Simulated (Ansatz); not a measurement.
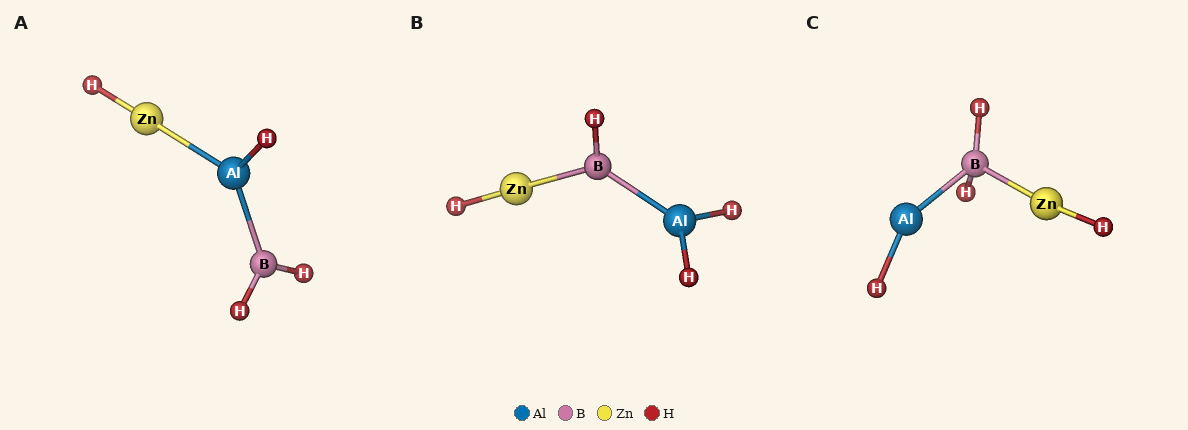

3 stationary structures of one formula. Geometries: PBE0-D4/def2-TZVP. Electronic energies: RHF-CCSD(T) (frozen core) with 3s3p of Cu, Zn/def2-TZVPP (Ansatz 0.2.0), without zero-point energy. No frequency run is at hand to confirm each as a minimum. Each is one conformer, not always the lowest.

> Which is lowest in energy, and by how much?

C is lowest (C1); A lies 32.0 kJ/mol above it (Cs), B lies 65.6 kJ/mol above it (Cs).
